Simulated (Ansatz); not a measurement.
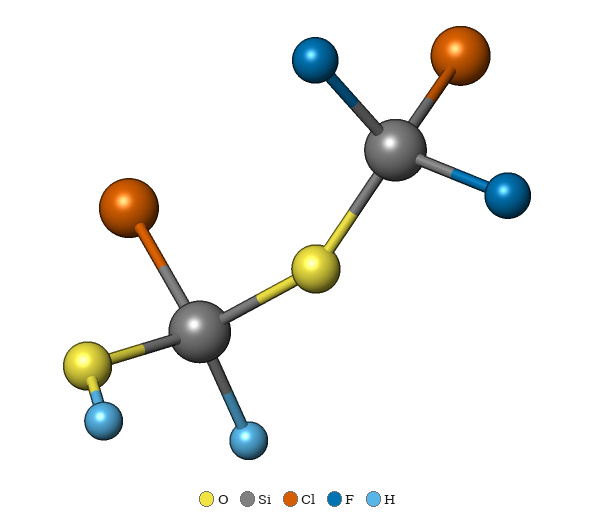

Simulated data, not a measurement (program: Ansatz).

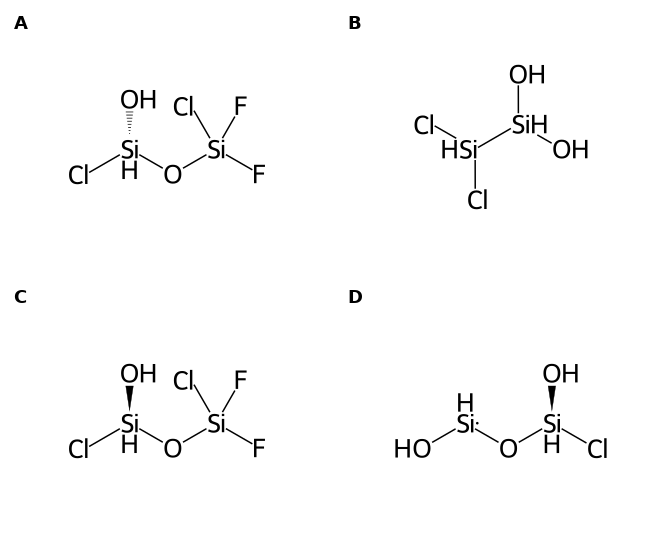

The first picture shows one of the molecules drawn in the second. Which?

A, `O[Si@@H](Cl)O[Si](F)(F)Cl`.
